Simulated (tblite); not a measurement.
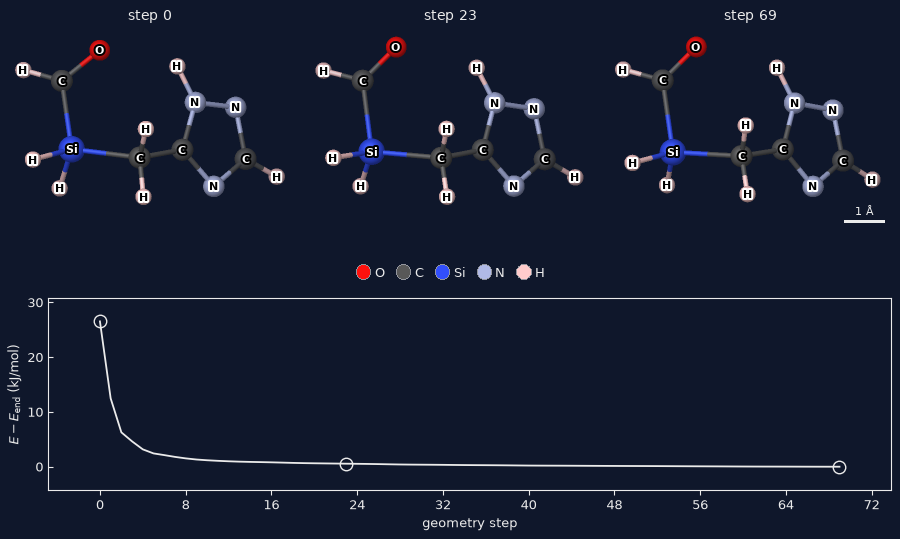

Frames of a relaxation of C$_{4}$H$_{7}$N$_{3}$OSi, marked on the history of the run. A ball-and-stick model, seen at a tilt.

All numbers below come from GFN2-xTB geometry optimisation, gas phase in tblite. 

What happens along the run?

The largest move after the best rigid fit is that of an H atom, 0.27 Å. Largest moves by element: H 0.27 Å, O 0.12 Å, N 0.10 Å, Si 0.10 Å, C 0.09 Å. Near-neighbour distances that change, for instance: C–Si 1.874 → 1.929 Å, C–Si 1.858 → 1.910 Å, H–Si 1.499 → 1.464 Å, C–O 1.241 → 1.207 Å. Among the angles between lasting bonds that change: O–C–Si 117.1° → 124.1°, H–Si–H 105.7° → 112.4°, O–C–H 123.9° → 118.7°. Over 69 geometry steps the energy falls by 26.5 kJ/mol. Cost: 0.83 s on 1 thread of Arm Neoverse N1, with other jobs on the host. From step 0 to 23: the O atom moves most (0.12 Å), energy −26.0 kJ/mol. From step 23 to 69: an H atom moves most (0.19 Å), energy −0.55 kJ/mol.

| step | E − E(0), kJ/mol |
| --- | --- |
| 0 | 0.00 |
| 1 | -14.06 |
| 2 | -20.27 |
| 3 | -21.91 |
| 4 | -23.37 |
| 5 | -24.11 |
| 6 | -24.42 |
| 7 | -24.74 |
| 8 | -25.02 |
| 9 | -25.22 |
| 10 | -25.36 |
| 13 | -25.61 |
| 16 | -25.74 |
| 19 | -25.88 |
| 22 | -25.96 |
| 26 | -26.06 |
| 29 | -26.15 |
| 32 | -26.20 |
| 35 | -26.25 |
| 38 | -26.29 |
| 41 | -26.34 |
| 44 | -26.36 |
| 47 | -26.39 |
| 50 | -26.41 |
| 53 | -26.44 |
| 57 | -26.47 |
| 60 | -26.50 |
| 63 | -26.52 |
| 66 | -26.53 |
| 69 | -26.54 |
